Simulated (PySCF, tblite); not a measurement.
**C3H11PSi2: geometry, infrared bands and NMR shifts**

What infrared bands and NMR shifts should C3H11PSi2 (`C[SiH2]/C=C/[SiH2]P`) show?

The runs use tblite 0.8.0 and PySCF 2.14.0, with density-fitted response routines of our own; the level of theory stands in each step. All values are computed, except where a source is named. Atoms count from 0, in the outputs and in this text.

**1. The molecule as given**

17 atoms, charge 0, multiplicity 1; geometry from: force field or distance geometry start.

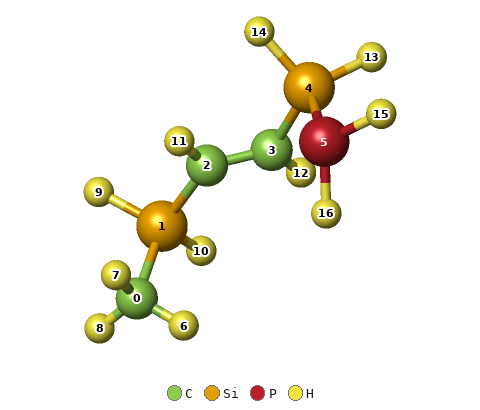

The starting geometry (carbon green, silicon amber, phosphorus red, hydrogen yellow), atoms numbered.

**2. Optimising the geometry with GFN2-xTB**

The job: settings as JSON, then the geometry in Å.

```
{"job": {"kind": "relax", "xc": "GFN2-xTB", "basis": "xTB"}, "charge": 0, "multiplicity": 1}
C     -2.674700    -1.176200     0.340400
Si    -2.077200     0.571100     0.005600
C     -0.320300     0.633500     0.546100
C      0.666500     0.882300    -0.314300
Si     2.381000     0.911100     0.403700
P      2.907800    -1.183200     0.806200
H     -2.177100    -1.812400    -0.402100
H     -2.311500    -1.427500     1.355700
H     -3.772100    -1.158300     0.258600
H     -2.826200     1.471400     0.920600
H     -2.281800     0.903900    -1.389700
H     -0.089100     0.473600     1.609900
H      0.488700     1.044700    -1.370800
H      3.343400     1.598500    -0.482900
H      2.303500     1.723400     1.649400
H      4.320900    -1.353000     0.672100
H      2.111200    -2.090900     0.031200
```

Started as:

```bash
> OMP_NUM_THREADS=1 python probes_run.py task.json out
```

One launch serves the whole session: the jobs run in the order shown.

**Question.** This job is followed by: GFN2-xTB harmonic vibrations, gas phase; GIAO PBE0/pcSseg-1 NMR shielding, non-relativistic, gas phase. Predict these results of the whole session: strongest single infrared mode (GFN2-xTB); zero-point energy (GFN2-xTB); 13C shifts against TMS (PBE0/pcSseg-1); 1H shifts against TMS (PBE0/pcSseg-1, means over atoms taken as alike); 29Si shifts against TMS (PBE0/pcSseg-1); 31P shifts against H3PO4 (PBE0/pcSseg-1); surface potential, least and greatest.

The runs gave:

```
                                                              quantity                                   value
                             strongest single infrared mode (GFN2-xTB)                    619 cm⁻¹, 366 km/mol
                                          zero-point energy (GFN2-xTB)                           74.0 kcal/mol
                                13C shifts against TMS (PBE0/pcSseg-1)                  159.9, 153.3, -7.0 ppm
1H shifts against TMS (PBE0/pcSseg-1, means over atoms taken as alike)  7.09, 7.03, 4.77, 4.46, 0.90, 0.27 ppm
                               29Si shifts against TMS (PBE0/pcSseg-1)                        -51.2, -52.9 ppm
                              31P shifts against H3PO4 (PBE0/pcSseg-1)                              -315.5 ppm
                                 surface potential, least and greatest                      -0.85 V and 0.95 V
```

In words: The optimisation took 127 steps and gained 0.994 eV; among the close pairs (by a distance rule), P5–H16 changed most, from 1.435 to 1.384 Å. The lowest mode is slightly imaginary (18i cm⁻¹), a soft motion within the noise of the Hessian, so the minimum is not strictly shown. The strongest single mode, at 619 cm⁻¹, is carried by H13, H14, H15. GFN2-xTB is a fitted tight-binding method: band positions and strengths are rough. Its intensities can rank the bands wrongly. At PBE0/pcSseg-1, counted by nearest atom on the grid, the HOMO lies on P5 62 %; Si4 9 %, the LUMO on C2, C3 about 29 % each; H11, H12 about 7 % each.
